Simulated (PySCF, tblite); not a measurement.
**C₂H₁₆Si₅: geometry, infrared bands and NMR shifts**

Aim: predict the infrared bands and NMR shifts of C₂H₁₆Si₅ (`CC[SiH2][Si@@H]([SiH3])[SiH2][SiH3]`).

Computed with tblite 0.8.0 and PySCF 2.14.0, with density-fitted response routines of our own, on a single molecule in the gas phase. Atoms are numbered from 0 throughout.

## 1. The starting structure

23 atoms, charge 0, multiplicity 1; geometry from: force field or distance geometry start.

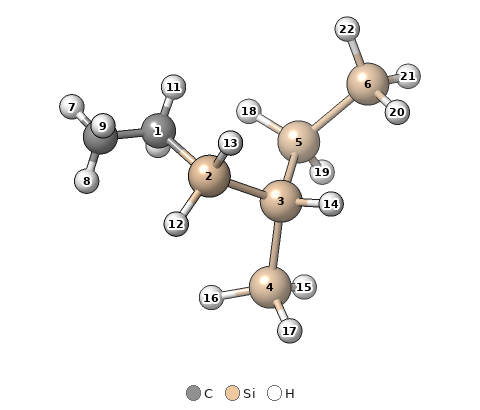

As it starts; carbon grey, silicon light orange, hydrogen white, atoms numbered.

## 2. Geometry optimisation with GFN2-xTB

The job: settings as JSON, then the geometry in Å.

```
{"job": {"kind": "relax", "xc": "GFN2-xTB", "basis": "xTB"}, "charge": 0, "multiplicity": 1}
C     -3.382400     1.115700    -0.213200
C     -1.875900     1.070000    -0.241900
Si    -1.276500    -0.175500     1.037000
Si     0.693600    -0.986500     0.461600
Si     0.540500    -2.956800    -0.595000
Si     1.883600     0.366800    -0.817500
Si     3.293800     1.483000     0.519600
H     -3.720100     1.922100    -0.888500
H     -3.755000     0.123700    -0.547800
H     -3.703300     1.351400     0.821700
H     -1.525100     0.743900    -1.245800
H     -1.436200     2.045000     0.003800
H     -2.334100    -1.196200     1.143500
H     -1.150400     0.515000     2.323000
H      1.437000    -1.231800     1.708400
H      1.748300    -3.048500    -1.424000
H     -0.610400    -2.996600    -1.509700
H      0.484400    -4.058500     0.361400
H      1.060400     1.256100    -1.625300
H      2.746900    -0.406000    -1.738600
H      3.429400     0.708300     1.759000
H      4.610400     1.545500    -0.125800
H      2.836200     2.836900     0.844200
```

Run with:

```bash
$ OMP_NUM_THREADS=1 python probes_run.py task.json out
```

One launch serves the whole session: the jobs run in the order shown.

**Question.** This job is followed by: GFN2-xTB harmonic vibrations, gas phase; GIAO PBE0/pcSseg-1 NMR shielding, non-relativistic, gas phase. Predict these results of the whole session: strongest single infrared mode (GFN2-xTB); zero-point energy (GFN2-xTB); 13C shifts against TMS (PBE0/pcSseg-1); 1H shifts against TMS (PBE0/pcSseg-1, means over atoms taken as alike); 29Si shifts against TMS (PBE0/pcSseg-1).

The runs gave:

| quantity | value |
| --- | --- |
| strongest single infrared mode (GFN2-xTB) | 776 cm⁻¹, 1110 km/mol |
| zero-point energy (GFN2-xTB) | 96.3 kcal/mol |
| 13C shifts against TMS (PBE0/pcSseg-1) | 14.8, 6.5 ppm |
| 1H shifts against TMS (PBE0/pcSseg-1, means over atoms taken as alike) | 3.95, 3.94, 3.62, 3.56, 3.52, 3.42, 3.23, 1.23, 0.73, 0.70 ppm |
| 29Si shifts against TMS (PBE0/pcSseg-1) | -62.7, -110.6, -114.8, -125.6, -144.3 ppm |

The optimisation took 257 steps and gained 0.673 eV; among the close pairs (by a distance rule), Si3–Si5 changed most, from 2.210 to 2.342 Å. No mode is imaginary among the 63: a minimum at this level. The strongest single mode, at 776 cm⁻¹, has its largest shares on H16, H17 and H15 (the list is cut at 3 atoms). Unscaled tight-binding wavenumbers are off by several per cent, some by more. Its intensities can rank the bands wrongly. At PBE0/pcSseg-1: The widest tensor belongs to Si2: span 87 ppm, with a paramagnetic part of -471 ppm.
